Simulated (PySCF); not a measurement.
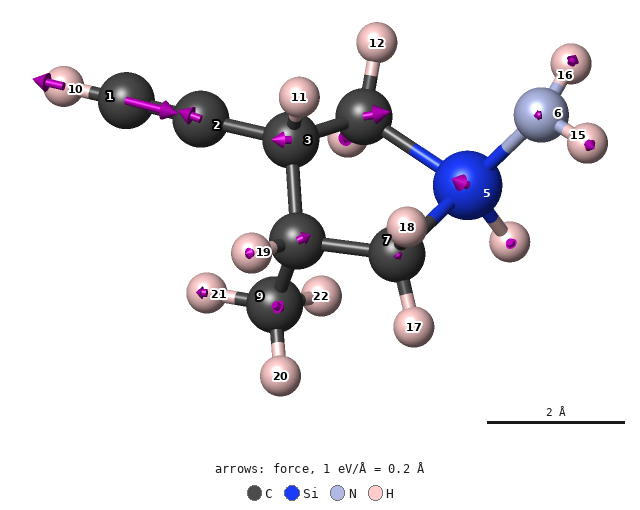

Starting geometry of C₇H₁₃NSi with the computed forces as purple arrows. A ball-and-stick model, seen at a tilt.

The start comes from GFN2-xTB. Its atoms were then displaced at random by about 0.01 Å.

Theory: PySCF, PBE0-D3(BJ)/def2-SVP geometry optimisation, gas phase. 

### Is this structure relaxed? If not, where do the atoms go?

It isn't relaxed: the largest force vector, on a C atom, is 4.31 eV/Å. The final displacements have little in common with the starting forces (cosine between the two patterns 0.26). An H atom moves most after the best rigid fit: 0.16 Å. By element the largest moves are H 0.16 Å, C 0.10 Å, N 0.06 Å, Si 0.05 Å. Near-neighbour distances that change, for instance: C–H 1.019 → 1.074 Å, C–C 1.500 → 1.548 Å, H–Si 1.461 → 1.503 Å, C–Si 1.926 → 1.892 Å. Bond angles that change, for instance: C–C–C 110.3° → 113.3°, C–C–H 113.4° → 110.5°, Si–C–H 110.2° → 107.6°. The energy falls by 6.12 kcal/mol in 6 geometry steps.
